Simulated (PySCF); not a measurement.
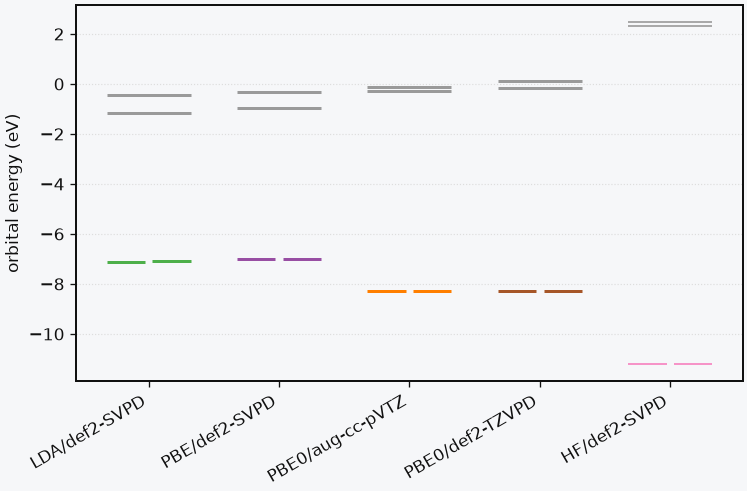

Frontier orbital energies of CH₅BrSi, SMILES C[SiH2]Br at one geometry, PySCF 2.14.0, at a PBE0-D3(BJ)/def2-SVP geometry (no frequency check). Empty levels are grey, levels within 0.1 eV stand side by side; all columns show the same few orbitals around the gap.

### How do the frontier levels move from column to column?

The separation grows from 5.91 eV (LDA/def2-SVPD) to 13.50 eV (HF/def2-SVPD).

| level | HOMO (eV) | LUMO (eV) | separation (eV) |
| --- | --- | --- | --- |
| LDA/def2-SVPD | −7.09 | −1.18 | 5.91 |
| PBE/def2-SVPD | −7.00 | −0.96 | 6.04 |
| PBE0/aug-cc-pVTZ | −8.27 | −0.28 | 8.00 |
| PBE0/def2-TZVPD | −8.28 | −0.17 | 8.11 |
| HF/def2-SVPD | −11.20 | 2.30 | 13.50 |

Caveats, for all or some of the runs: empty levels above zero depend strongly on the basis; spin-orbit coupling is left out, and with Br it can shift these levels and split any degenerate set.
